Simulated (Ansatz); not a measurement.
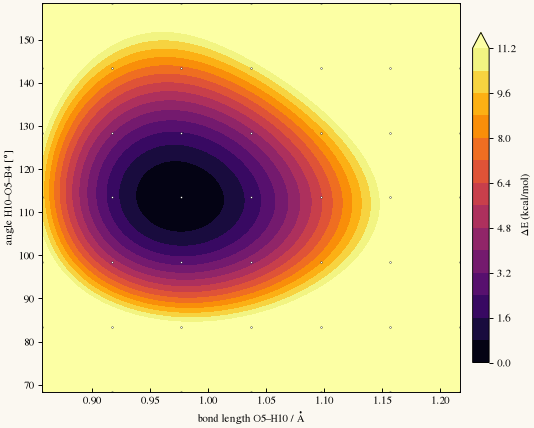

BClH₅NOSi, SMILES N[SiH](Cl)BO. 
- Coordinates scanned: (1) bond length O5–H10; (2) angle H10–O5–B4.
- Nothing is relaxed (all other coordinates rigid).
- The grid has 7 × 7 points.
- Points are written as (first, second).
- Energies are in kcal/mol, from the relaxed molecule at the same level.
- The calculation used Ansatz, RKS PBE-D4/def2-TZVP.

The picture shows filled contours, dots at the grid points, one colour for all values above the top of the scale. Between grid points the surface is interpolated.

**Where is the minimum, and how stiff is the well along each coordinate?**

The interpolated minimum is at bond length O5–H10 ≈ 0.974 Å, angle H10–O5–B4 ≈ 113.5°. The curvatures there are about 47 eV/Å² and 3.3 eV/rad², with a cross term of about 0.8 eV/(Å·rad). Round the minimum the two coordinates are weakly coupled (coupling 0.06 in units of the two stiffnesses). (1 eV is 23.1 kcal/mol.)
